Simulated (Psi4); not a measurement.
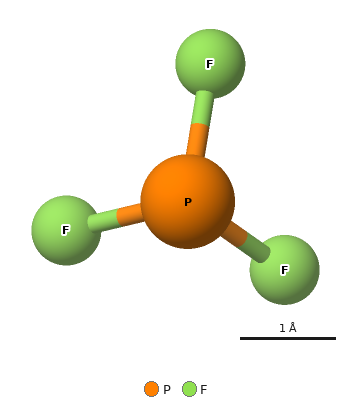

Fig. 1: The input geometry (ball-and-stick view, seen at a tilt).

**Single-point calculation of PF₃**

- system: PF₃, SMILES FP(F)F
- method: CEPA(0)/def2-SVP, RHF (Psi4 1.11)

The geometry comes from this level: GFN2-xTB.

**The input (input.json)**
```
{
 "schema_name": "qcschema_input",
 "schema_version": 1,
 "molecule": {
  "schema_name": "qcschema_molecule",
  "schema_version": 2,
  "symbols": ["P", "F", "F", "F"],
  "geometry": [-0.00874943, 0.00961871, 1.21375219, 2.55039328, -0.0558603, -0.38389786, -1.22546849, 2.23034926, -0.4312166, -1.31619425, -2.18410766, -0.39863773],
  "molecular_charge": 0,
  "molecular_multiplicity": 1,
  "fix_com": true,
  "fix_orientation": true
 },
 "driver": "energy",
 "model": {
  "method": "cepa(0)",
  "basis": "def2-SVP"
 },
 "keywords": {
  "reference": "rhf",
  "scf_type": "cd",
  "freeze_core": true
 }
}
```

Launch command:
```bash
psi4 --qcschema input.json -n 1 --memory 1600MB
```

**The program's output**
```
Psi4 1.11 release

   => Loading Basis Set <=

    Name: DEF2-SVP
    Role: ORBITAL
    Keyword: BASIS

         ---------------------------------------------------------
                                   SCF
                              RHF Reference
                        1 Threads,   1525 MiB Core
         ---------------------------------------------------------

  ==> Geometry <==

    Molecular point group: c1
    Full point group: C1

    Geometry (in Bohr), charge = 0, multiplicity = 1:

       Center              X                  Y                   Z               Mass
    ------------   -----------------  -----------------  -----------------  -----------------
         P           -0.008749430000     0.009618710000     1.213752190000    30.973761998420
         F            2.550393280000    -0.055860300000    -0.383897860000    18.998403162730
         F           -1.225468490000     2.230349260000    -0.431216600000    18.998403162730
         F           -1.316194250000    -2.184107660000    -0.398637730000    18.998403162730

  Running in c1 symmetry.

  Rotational constants: A =      0.25084  B =      0.25065  C =      0.16260 [cm^-1]
  Rotational constants: A =   7520.02598  B =   7514.26352  C =   4874.58804 [MHz]
  Nuclear repulsion =  189.190298270883147

  Charge       = 0
  Multiplicity = 1
  Electrons    = 42
  Nalpha       = 21
  Nbeta        = 21

  ==> Algorithm <==

  SCF Algorithm Type is CD.
  DIIS enabled.
  MOM disabled.
  Fractional occupation disabled.
  Guess Type is SAD.
  Energy threshold   = 1.00e-08
  Density threshold  = 1.00e-08
  Integral threshold = 1.00e-12

  ==> Primary Basis <==

  Basis Set: DEF2-SVP
    Blend: DEF2-SVP
    Number of shells: 26
    Number of basis functions: 60
    Number of Cartesian functions: 64
    Spherical Harmonics?: true
    Max angular momentum: 2

  ==> Integral Setup <==

  ==> CDJK: Cholesky-decomposed J/K Matrices <==

    J tasked:                     Yes
    K tasked:                     Yes
    wK tasked:                     No
    Integrals threads:              1
    Memory [MiB]:                1144
    Algorithm:                   Core
    Integral Cache:              NONE
    Schwarz Cutoff:             1E-12
    Cholesky tolerance:      1.00E-04
    No. Cholesky vectors:         300

  Minimum eigenvalue in the overlap matrix is 2.7008029755E-02.
  Reciprocal condition number of the overlap matrix is 8.0055273855E-03.
    Using symmetric orthogonalization.

  ==> Pre-Iterations <==

  SCF Guess: Superposition of Atomic Densities via on-the-fly atomic UHF (no occupation information).

   -------------------------
    Irrep   Nso     Nmo
   -------------------------
     A         60      60
   -------------------------
    Total      60      60
   -------------------------

  ==> Iterations <==

                        Total Energy        Delta E     RMS |[F,P]|

   @RHF iter SAD:  -638.06343346724555   -6.38063e+02   0.00000e+00
   @RHF iter   1:  -638.70100508016446   -6.37572e-01   7.58790e-03 ADIIS/DIIS
   @RHF iter   2:  -638.75991135940637   -5.89063e-02   4.33751e-03 ADIIS/DIIS
   @RHF iter   3:  -638.78133496674070   -2.14236e-02   5.06720e-04 ADIIS/DIIS
   @RHF iter   4:  -638.78179801056319   -4.63044e-04   1.09831e-04 ADIIS/DIIS
   @RHF iter   5:  -638.78184026137058   -4.22508e-05   2.78685e-05 DIIS
   @RHF iter   6:  -638.78184450681556   -4.24544e-06   4.56818e-06 DIIS
   @RHF iter   7:  -638.78184461268427   -1.05869e-07   7.22204e-07 DIIS
   @RHF iter   8:  -638.78184461414310   -1.45883e-09   3.09908e-07 DIIS
   @RHF iter   9:  -638.78184461427634   -1.33241e-10   5.17584e-08 DIIS
   @RHF iter  10:  -638.78184461428123   -4.88853e-12   7.37870e-09 DIIS
  Energy and wave function converged.

  ==> Post-Iterations <==

    Orbital Energies [Eh]
    ---------------------

    Doubly Occupied:

       1A    -80.127408     2A    -26.324212     3A    -26.323900
       4A    -26.323748     5A     -7.676051     6A     -5.574072
       7A     -5.574059     8A     -5.570888     9A     -1.657493
      10A     -1.596126    11A     -1.595678    12A     -0.912149
      13A     -0.777341    14A     -0.777264    15A     -0.760455
      16A     -0.711837    17A     -0.711758    18A     -0.664427
      19A     -0.664232    20A     -0.654545    21A     -0.487813

    Virtual:

      22A      0.130463    23A      0.130586    24A      0.332199
      25A      0.371999    26A      0.665344    27A      0.682725
      28A      0.682926    29A      0.767696    30A      0.767888
      31A      0.802146    32A      1.060418    33A      1.060845
      34A      1.419894    35A      1.420040    36A      1.427215
      37A      1.485921    38A      1.485964    39A      1.553709
      40A      1.586403    41A      1.650819    42A      1.650872
      43A      1.918150    44A      1.918526    45A      2.164340
      46A      3.365202    47A      3.395475    48A      3.395727
      49A      3.406081    50A      3.407648    51A      3.407922
      52A      3.412732    53A      3.416953    54A      3.417291
      55A      3.575669    56A      3.575676    57A      3.627193
      58A      3.777899    59A      3.964359    60A      3.965139

    Final Occupation by Irrep:
              A
    DOCC [    21 ]
    NA   [    21 ]
    NB   [    21 ]

  @RHF Final Energy:  -638.78184461428123

   => Energetics <=

    Nuclear Repulsion Energy =            189.1902982708831473
    One-Electron Energy =               -1265.0133754883106576
    Two-Electron Energy =                 437.0412326031462271
    Total Energy =                       -638.7818446142812263

Computation Completed

Properties will be evaluated at   0.000000,   0.000000,   0.000000 [a0]

Properties computed using the SCF density matrix

 Multipole Moments:

 ------------------------------------------------------------------------------------
     Multipole            Electronic (a.u.)      Nuclear  (a.u.)        Total (a.u.)
 ------------------------------------------------------------------------------------

 L = 1.  Multiply by 2.5417464519 to convert [e a0] to [Debye]
 Dipole X            :          0.0485078           -0.0526666           -0.0041588
 Dipole Y            :         -0.0499366            0.0577124            0.0077758
 Dipole Z            :         -6.3825553            7.2825131            0.8999579
 Magnitude           :                                                    0.9000011

 ------------------------------------------------------------------------------------

	total time  =          0 seconds =       0.00 minutes
 MINTS: Wrapper to libmints.

   Calculation information:
      Number of threads:                 1
      Number of atoms:                   4
      Number of AO shells:              26
      Number of SO shells:              26
      Number of primitives:             54
      Number of atomic orbitals:        64
      Number of basis functions:        60

      Number of irreps:                  1
      Integral cutoff                 1.00e-12
      Number of functions per irrep: [  60 ]

 OEINTS: Overlap, kinetic, potential, dipole, and quadrupole integrals
         stored in file 35.

      Computing two-electron integrals...done
      Computed 1563512 non-zero two-electron integrals.
        Stored in file 33.

        ==> Transform all two-electron integrals <==

	Presorting SO-basis two-electron integrals.
	Sorting File: SO Ints (nn|nn) nbuckets = 1
	Constructing frozen core operators
	Starting first half-transformation.
	Sorting half-transformed integrals.
	First half integral transformation complete.
	Starting second half-transformation.
	Two-electron integral transformation complete.

	total time  =          1 seconds =       0.02 minutes

        **********************************************************
        *                                                        *
        *                   CCSD Integral Sort                   *
        *                                                        *
        **********************************************************

        CC integral sort will use                     27.85 mb

        Number of (ab|cd) temporary files:                2
        Number of (ab|ci) temporary files:                3
        Starting temporary file number:                 270

        Initial sort........done.

        Sort (IJ|KL)........done.
        Sort (IJ|KA) 1/2....done.
        Sort (IJ|KA) 2/2....done.
        Sort (IA|JB)........done.
        Sort (IJ|AB)........done.
        Sort (IA|BC) 1/3....done.
        Sort (IA|BC) 2/3....done.
        Sort (IA|BC) 3/3....done.
        Sort (AB|CD) 1/2....done.
        Sort (AB|CD) 2/2....done.

	total time  =          0 seconds =       0.00 minutes

        *******************************************************
        *                                                     *
        *                       CEPA(0)                       *
        *        Coupled Electron Pair Approximation          *
        *                  (Linearized CCSD)                  *
        *                                                     *
        *                                                     *
        *******************************************************

  ==> Input parameters <==

        Freeze core orbitals?                 yes
        Use frozen natural orbitals?           no
        r_convergence:                  1.000e-07
        e_convergence:                  1.000e-06
        Number of DIIS vectors:                 8
        Number of frozen core orbitals:         8
        Number of active occupied orbitals:    13
        Number of active virtual orbitals:     39
        Number of frozen virtual orbitals:      0

  ==> Memory <==

        available memory =                           1525.88 mb
        minimum memory requirements for QCISD =         5.92 mb
        (T) algorithm:                                  4.66 mb (low-memory)
        memory requirements for QCISD(T) =              4.66 mb

  ==> Define tiling <==

        v(ab,cd) diagrams will be evaluated in   1 blocks.
        v(ab,ci) diagrams will be evaluated in   1 blocks over ov2.
        v(ab,ci) diagrams will be evaluated in   1 blocks over ov.

  Allocate cpu memory (    11.81 mb).....done.
  Initialize cpu memory..................done.

  Begin CEPA(0) iterations

   Iter  DIIS          Energy       d(Energy)          |d(T)|     time
      0   0 1   -0.6661691882   -2.2932079549    0.3385293132        0
      1   1 1   -0.6667235358   -0.0005543476    0.0784543984        0
      2   2 1   -0.6875190495   -0.0207955137    0.0312332571        0
      3   3 1   -0.6907159822   -0.0031969327    0.0167727789        0
      4   4 1   -0.6918005214   -0.0010845391    0.0051115422        0
      5   5 1   -0.6919284529   -0.0001279316    0.0026665422        0
      6   6 1   -0.6919645077   -0.0000360548    0.0009526265        0
      7   7 1   -0.6919697496   -0.0000052419    0.0003731674        0
      8   8 1   -0.6919704077   -0.0000006580    0.0001409594        0
      9   8 2   -0.6919705179   -0.0000001102    0.0000510854        0
     10   8 3   -0.6919705312   -0.0000000133    0.0000185574        0
     11   8 4   -0.6919705330   -0.0000000018    0.0000070141        0
     12   8 5   -0.6919705333   -0.0000000002    0.0000024716        0
     13   8 6   -0.6919705333   -0.0000000000    0.0000009531        0
     14   8 7   -0.6919705333   -0.0000000000    0.0000003290        0
     15   8 8   -0.6919705333   -0.0000000000    0.0000001573        0
     16   8 1   -0.6919705333   -0.0000000000    0.0000000643        0

  CEPA(0) iterations converged!

  CEPA(0) variational energy:      -0.691970533305
  CEPA(0) transition energy:       -0.691970533881

        OS SCS-MP2 correlation energy:          -0.580253096999
        SS SCS-MP2 correlation energy:          -0.060874980241
        SCS-MP2 correlation energy:             -0.641128077240
      * SCS-MP2 total energy:                 -639.422972691522

        OS MP2 correlation energy:              -0.483544247499
        SS MP2 correlation energy:              -0.182624940724
        MP2 correlation energy:                 -0.666169188223
      * MP2 total energy:                     -639.448013802504

        OS CEPA(0) correlation energy:          -0.528736030160
        SS CEPA(0) correlation energy:          -0.163234503720
        CEPA(0) correlation energy:             -0.691970533305
      * CEPA(0) total energy:                 -639.473815147586

  Total time for CEPA(0) iterations:       0.42 s (user)
                                        0.22 s (system)
                                           0 s (total)

  Time per iteration:                   0.03 s (user)
                                        0.01 s (system)
                                        0.00 s (total)

	total time  =          0 seconds =       0.00 minutes

    Psi4 run time: 0:00:01.89
```

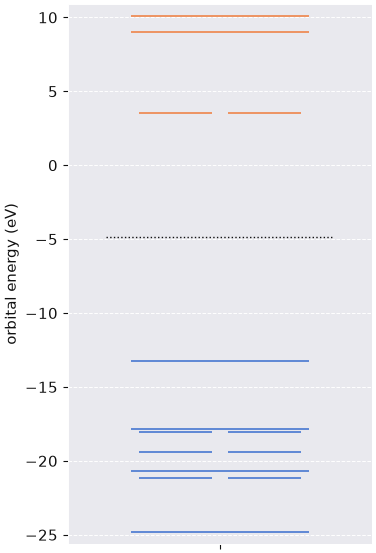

Fig. 2: Orbital energies near the frontier (SCF reference); the dotted line parts filled from empty levels, and levels within 0.02 eV of each other stand side by side. Highest filled −13.27 eV, lowest empty 3.55 eV, 16.82 eV apart.

**Key numbers**

- outcome: converged
- total energy: −639.473815 hartree
- SCF energy: −638.781845 hartree
- MP2 energy: −639.448014 hartree
- correlation energy: −0.691971 hartree
- basis functions: 60
- HOMO of the SCF reference: −13.27 eV
- LUMO of the SCF reference: 3.55 eV
- hardware: 1 thread of Intel Xeon (Granite Rapids), 192 GiB of memory available, shared host
- wall time: 2.7 s
- peak memory: 0.28 GiB
